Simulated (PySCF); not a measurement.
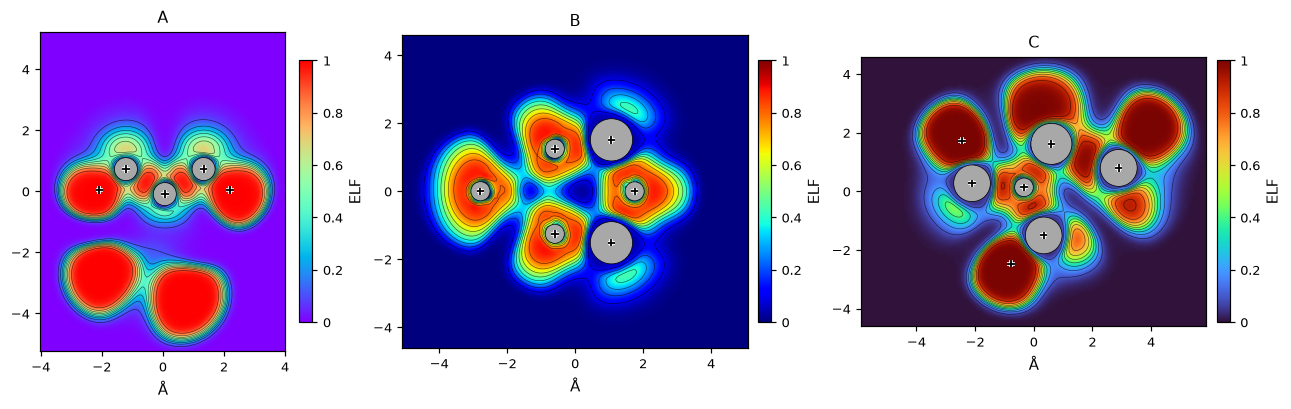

The ELF of 3 systems, each on a plane through atoms (crosses mark nuclei in the plane; grey discs cover the cores).

The calculation used PySCF, PBE0/pcSseg-1, SCF density, gas phase, non-relativistic.

System 1: H5O5PSi2 (SMILES O=P1(O)O[SiH2]O[SiH2]O1), the plane of atoms O4, Si5 and O6. Geometry: PBE0-D3(BJ)/def2-SVP.

```xyz
13

O     1.1872   -0.8164   -1.9372
P    -0.1287   -0.5975   -1.3269
O    -1.3727   -1.0449   -2.2118
O    -0.4695    0.9350   -0.9366
Si    0.3046    1.8018    0.2887
O     0.6282    0.6851    1.4756
Si    0.3974   -0.9595    1.5319
O    -0.3796   -1.3484    0.0845
H    -2.2228   -0.9068   -1.7756
H    -0.6658    2.8135    0.7666
H     1.5659    2.3987   -0.2072
H    -0.5352   -1.3236    2.6237
H     1.7012   -1.6544    1.6317
```

System 2: H9NSi4 (SMILES [SiH3][Si]N([SiH3])[SiH3]), the plane of atoms N3, Si5 and H12. Geometry: PBE0-D3(BJ)/def2-SVP.

```xyz
14

Si    1.3589   -0.7180    0.8368
Si   -0.5073   -2.1111    1.5608
N     0.5830    0.4320   -0.2367
Si   -1.1414    0.4533   -0.6528
Si    1.5984    1.6882   -0.9749
H    -1.5506   -2.4976    0.5537
H     0.0951   -3.3748    2.0965
H    -1.2066   -1.4337    2.7051
H    -1.4292    1.7530   -1.3358
H    -1.4815   -0.6632   -1.5805
H    -1.9648    0.3518    0.5864
H     3.0070    1.4406   -0.5567
H     1.1528    3.0405   -0.5238
H     1.4793    1.6241   -2.4631
```

System 3: C3H9FOSi, the plane of atoms C1, C5 and H13. Geometry: PBE0-D3(BJ)/def2-SVP.

```xyz
15

C    -0.3908   -0.1579   -0.1897
O     0.4709    0.7924    0.3359
Si    2.1373    0.7765    0.1185
C    -0.6843   -1.2359    0.8319
C    -1.6158    0.5318   -0.7428
F     0.2629   -0.7743   -1.2582
H     2.7249   -0.5521    0.4648
H     2.5236    1.1445   -1.2735
H     2.6392    1.8093    1.0650
H    -1.3604   -1.9937    0.4131
H     0.2544   -1.7247    1.1291
H    -1.1477   -0.7897    1.7221
H    -1.3020    1.2646   -1.4988
H    -2.1440    1.0592    0.0627
H    -2.2942   -0.1980   -1.2055
```

Question: Which map belongs to which system?

Answer: Panel A is system 3, C3H9FOSi: the plane holds C and H. C–C (1.51 Å): the ELF peaks at about 0.95 between the atoms; a shared electron pair. Panel B is system 1, H5O5PSi2: the plane holds O and Si. Si–O (1.66 Å): the ELF peaks at about 0.85 between the atoms; a polar covalent bond. Panel C is system 2, H9NSi4: the plane holds Si, N and H. Si–N (1.75 Å): the ELF peaks at about 0.90 between the atoms: a shared but strongly polarised pair.
